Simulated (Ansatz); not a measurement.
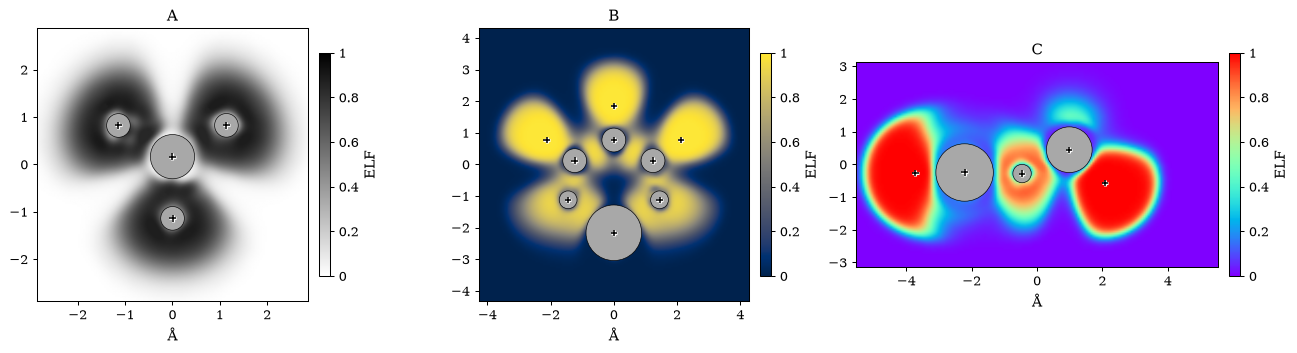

The ELF of 3 systems, each on a plane through atoms (crosses mark nuclei in the plane; grey discs cover the cores).

These are results of RKS PBE0-D4/def2-TZVPP in Ansatz, not measurements.

System 1: H₄OSiZn (SMILES [SiH3][O][ZnH]), the plane of atoms O2, Si1 and H5. Geometry: PBE0-D4/def2-TZVP.

```xyz
7

Si   -0.8488    0.6823   -0.3704
O     0.6079    0.0708   -0.0240
Zn    1.6470   -1.1852    0.6474
H    -1.7027   -0.3066   -1.0921
H    -0.7020    1.8850   -1.2353
H    -1.5790    1.0859    0.8667
H     2.5777   -2.2322    1.2076
```

System 2: C₃H₃LiO₂ (SMILES [Li-]1[O]C=CC=[O+]1), the molecular plane. Geometry: PBE0-D4/def2-TZVP.

```xyz
9

Li    0.0616    0.8709   -1.9785
O     1.1323   -0.4227   -1.3831
C     0.9465   -0.8000   -0.1996
C    -0.0082   -0.3169    0.7025
C    -0.9325    0.6933    0.4129
O    -1.0598    1.3191   -0.6687
H     1.6050   -1.5998    0.1765
H    -0.0341   -0.7552    1.6921
H    -1.6222    0.9650    1.2286
```

System 3: BF₃H₂Se, the plane of atoms F1, B2 and F4. Geometry: PBE0-D4/def2-TZVP; at this geometry the atoms fall into two loosely joined parts.

```tsv
atom	x (Å)	y (Å)	z (Å)
F	0.2395	-1.0875	1.6782
B	0.3128	-1.2473	0.3738
F	-0.7821	-1.4955	-0.3154
F	1.4882	-1.3565	-0.2087
Se	0.1706	1.7454	-0.1478
H	-1.2642	1.8101	0.1519
H	-0.1036	1.5632	-1.5777
```

Match each panel to its system.

Answer. Panel A is system 3, BF₃H₂Se: the plane holds F and B. B–F (1.32 Å): the ELF peaks at about 0.85 between the atoms: a shared but strongly polarised pair. Panel B is system 2, C₃H₃LiO₂: the plane holds Li, O, C and H. C–O (1.26 Å): the ELF peaks at about 0.85 between the atoms (a polar covalent bond). Panel C is system 1, H₄OSiZn: the plane holds Si, O, Zn and H. Si–O (1.62 Å): the ELF peaks at about 0.85 between the atoms (a short, strongly polar bond).
